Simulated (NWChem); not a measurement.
**C2H2N2S (1,2,4-thiadiazole) at 4 levels**

Wanted: a comparison of 4 runs (HF/STO-3G, HF/3-21G, B3LYP/6-31G*) of C2H2N2S (1,2,4-thiadiazole). 

Program for the calculation: NWChem 7.3.0.

**1. The structure to begin with**

C2H2N2S: 7 atoms, total charge 0, spin state singlet. SMILES: `c1ncsn1`. The coordinates come from a GFN2-xTB relaxation.

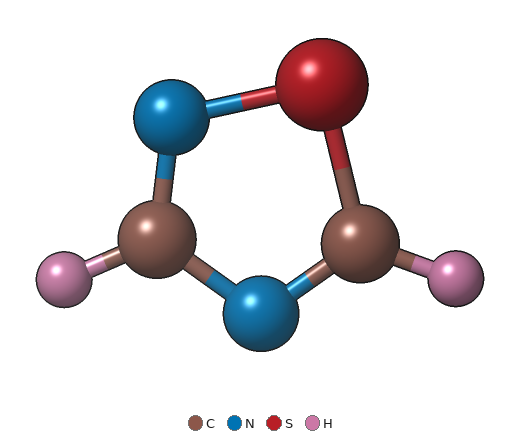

Viewed from a chosen angle; carbon brown, nitrogen blue, sulfur red, hydrogen pink.

**2. Energy and forces at HF/STO-3G (run 1)**

The input, c2h2n2s.xyz:

```xyz
7

C     -0.504350     0.880340     0.312680
N      0.334000     0.013070     0.907970
C      0.663290    -0.904110     0.062900
S     -0.087800    -0.666760    -1.478600
N     -0.830250     0.675820    -0.932190
H     -0.896470     1.722480     0.852000
H      1.321580    -1.720830     0.275230
```

The input, c2h2n2s.nw:

```
start c2h2n2s
memory 2200 mb

geometry units angstroms noautosym nocenter noautoz
   load c2h2n2s.xyz
end

basis spherical bse
   C library STO-3G
   N library STO-3G
   S library STO-3G
   H library STO-3G
end

scf
   thresh 1e-08
   maxiter 80
   print medium
end

task scf gradient
```

On the command line:

```
$ nwchem c2h2n2s.nw > c2h2n2s.out
```

Standard output:

```text
[...]
  functions       =    31
[...]
  wavefunction    = RHF
[...]
         Total SCF energy =   -576.590772425997
      One-electron energy =  -1214.795138164250
      Two-electron energy =    427.087778724516
 Nuclear repulsion energy =    211.116587013737
        Time for solution =      1.8s
[...]
                         RHF ENERGY GRADIENTS
    atom               coordinates                        gradient
                 x          y          z           x          y          z
   1 C      -0.953083   1.663601   0.590880    0.040283  -0.040275   0.031112
   2 N       0.631168   0.024699   1.715815   -0.046728   0.035326  -0.057411
   3 C       1.253436  -1.708520   0.118864    0.003972   0.005678   0.021053
   4 S      -0.165918  -1.259994  -2.794149   -0.029353   0.051146   0.018187
   5 N      -1.568945   1.277115  -1.761584    0.035925  -0.052985  -0.004210
   6 H      -1.694083   3.255015   1.610047    0.003601  -0.007988  -0.005330
   7 H       2.497424  -3.251897   0.520109   -0.007699   0.009098  -0.003401
[...]
```

It took 2.7 s on 1 thread of Intel Xeon 6975P-C (Granite Rapids), shared host; peak memory 0.096 GiB.

**3. Energy and forces at HF/3-21G (run 2)**

The input, struct.nw:

```
start struct
title "C2H2N2S"
memory 2200 mb

geometry units angstrom noautosym nocenter noautoz
  C       -0.504350       0.880340       0.312680
  N        0.334000       0.013070       0.907970
  C        0.663290      -0.904110       0.062900
  S       -0.087800      -0.666760      -1.478600
  N       -0.830250       0.675820      -0.932190
  H       -0.896470       1.722480       0.852000
  H        1.321580      -1.720830       0.275230
end

basis spherical bse
  C library 3-21G
  N library 3-21G
  S library 3-21G
  H library 3-21G
end

scf
  thresh 1e-08
  maxiter 80
end

task scf gradient
```

On the command line:

```
$ nwchem struct.nw > struct.out
```

Standard output:

```text
[...]
  functions       =    53
[...]
  wavefunction    = RHF
[...]
         Total SCF energy =   -580.242087640059
      One-electron energy =  -1215.432637607158
      Two-electron energy =    424.073962953363
 Nuclear repulsion energy =    211.116587013736
        Time for solution =      1.9s
[...]
                         RHF ENERGY GRADIENTS
    atom               coordinates                        gradient
                 x          y          z           x          y          z
   1 C      -0.953083   1.663601   0.590880    0.034802  -0.042147   0.013104
   2 N       0.631168   0.024699   1.715815   -0.020589   0.024348  -0.008797
   3 C       1.253436  -1.708520   0.118864   -0.021284   0.016934  -0.024667
   4 S      -0.165918  -1.259994  -2.794149   -0.023191   0.060907   0.052707
   5 N      -1.568945   1.277115  -1.761584    0.030120  -0.062179  -0.036756
   6 H      -1.694083   3.255015   1.610047   -0.003026   0.006743   0.004712
   7 H       2.497424  -3.251897   0.520109    0.003168  -0.004605  -0.000303
[...]
```

Wall time 2.9 s (1 thread of Intel Xeon 6975P-C (Granite Rapids), shared host); peak memory 0.096 GiB.

Run 3 isn't shown in full; the table further down has it.

**4. Energy and forces at B3LYP/6-31G(d) (Cartesian functions) (run 4)**

The input, c2h2n2s.nw:

```
start c2h2n2s
memory total 2200 mb

geometry units au noautosym nocenter noautoz
 C   -0.95308337   1.66360150   0.59087956
 N    0.63116853   0.02469872   1.71581463
 C    1.25343644  -1.70852029   0.11886377
 S   -0.16591795  -1.25999379  -2.79414905
 N   -1.56894511   1.27711471  -1.76158380
 H   -1.69408278   3.25501546   1.61004666
 H    2.49742425  -3.25189741   0.52010932
end

basis
 C library 6-31G*
 N library 6-31G*
 S library 6-31G*
 H library 6-31G*
end

dft
 xc b3lyp
 mult 1
 grid xfine
 convergence energy 1e-08
 iterations 100
 mulliken
 noprint "final vectors analysis"
end

task dft gradient
```

On the command line:

```
$ nwchem c2h2n2s.nw > c2h2n2s.out
```

Standard output:

```text
[...]
          Wavefunction type:  closed shell.
          No. of atoms     :     7
          No. of electrons :    44
[...]
          Charge           :     0
          Spin multiplicity:     1
[...]
          AO basis - number of functions:    83
[...]
              XC Information
              --------------
                         B3LYP Method XC Potential
                     Hartree-Fock (Exact) Exchange  0.200
                        Slater Exchange Functional  0.800 local
                    Becke 1988 Exchange Functional  0.720 non-local
              Lee-Yang-Parr Correlation Functional  0.810
                  VWN I RPA Correlation Functional  0.190 local
[...]
 d= 0,ls=0.0,diis     1   -584.9925284696 -7.96D+02  1.58D-02  8.89D-01     2.4
[...]
 d= 0,ls=0.0,diis    12   -585.0842812330 -7.04D-10  4.75D-07  3.34D-09    25.5
         Total DFT energy =     -585.084281232975
      One electron energy =    -1220.700475062610
           Coulomb energy =      475.633261254588
    Exchange-Corr. energy =      -51.133639173359
 Nuclear repulsion energy =      211.116571748406
[...]
      Total Density - Mulliken Population Analysis
     ---------------------------------------------
    Atom       Charge   Shell Charges
 -----------   ------   -------------------------------------------------------
    1 C    6     5.85   1.99  0.73  2.06  0.38  0.64  0.05
    2 N    7     7.33   1.99  0.81  2.43  0.93  1.16 -0.00
    3 C    6     6.14   1.99  0.73  2.03  0.52  0.84  0.04
    4 S   16    15.60   2.00  1.99  5.97  1.44  2.95  0.43  0.74  0.08
    5 N    7     7.45   1.99  0.83  2.38  0.93  1.31  0.01
    6 H    1     0.82   0.53  0.29
    7 H    1     0.81   0.53  0.28
[...]
  wavefunction    = closed shell
                         DFT ENERGY GRADIENTS
    atom               coordinates                        gradient
                 x          y          z           x          y          z
   1 C      -0.953083   1.663602   0.590880    0.004627  -0.004290   0.004147
   2 N       0.631169   0.024699   1.715815   -0.011469   0.001917  -0.026659
   3 C       1.253436  -1.708520   0.118864   -0.003850   0.011143   0.010587
   4 S      -0.165918  -1.259994  -2.794149   -0.008861   0.014984   0.004743
   5 N      -1.568945   1.277115  -1.761584    0.022808  -0.025113   0.013224
   6 H      -1.694083   3.255015   1.610047    0.003171  -0.006185  -0.003120
   7 H       2.497424  -3.251897   0.520109   -0.006425   0.007545  -0.002922
[...]
```

Run time: 31 s. Hardware: 1 thread of Intel Xeon 6975P-C (Granite Rapids), shared host; peak memory 0.13 GiB.

**5. Overview of the runs**

```
run                               level  iteration cap  module  energy (Eh)  dipole moment (D)  HOMO energy (eV)  LUMO energy (eV)  wall time
  1                           HF/STO-3G             80     scf  -576.590772               1.87             -8.56              5.97      2.7 s
  2                            HF/3-21G             80     scf  -580.242088               1.84            -10.76              2.48      2.9 s
  3  B3LYP/6-31G* (spherical functions)            100     dft  -585.077263               1.52             -7.74             -1.31       30 s
  4  B3LYP/6-31G* (Cartesian functions)            100     dft  -585.084281               1.52                 –                 –       31 s
```

**6. Outcome**

| quantity | value |
| --- | --- |
| run 4: total energy | -585.08428 Eh |
| run 4: dipole moment | 1.52 D |
| run 4: largest force on an atom | 1.872 eV/Å |

What this shows: The dipole moment (its size) runs from 1.52 D (B3LYP/6-31G*) to 1.87 D (HF/STO-3G). The two ends differ in method and basis. Over runs 1, 2, 3 the HOMO–LUMO gap runs from 6.43 eV (B3LYP/6-31G*) to 14.53 eV (HF/STO-3G). In run 1 the basis is minimal, so the values are rough. All runs together took 66 s, the longest 31 s.
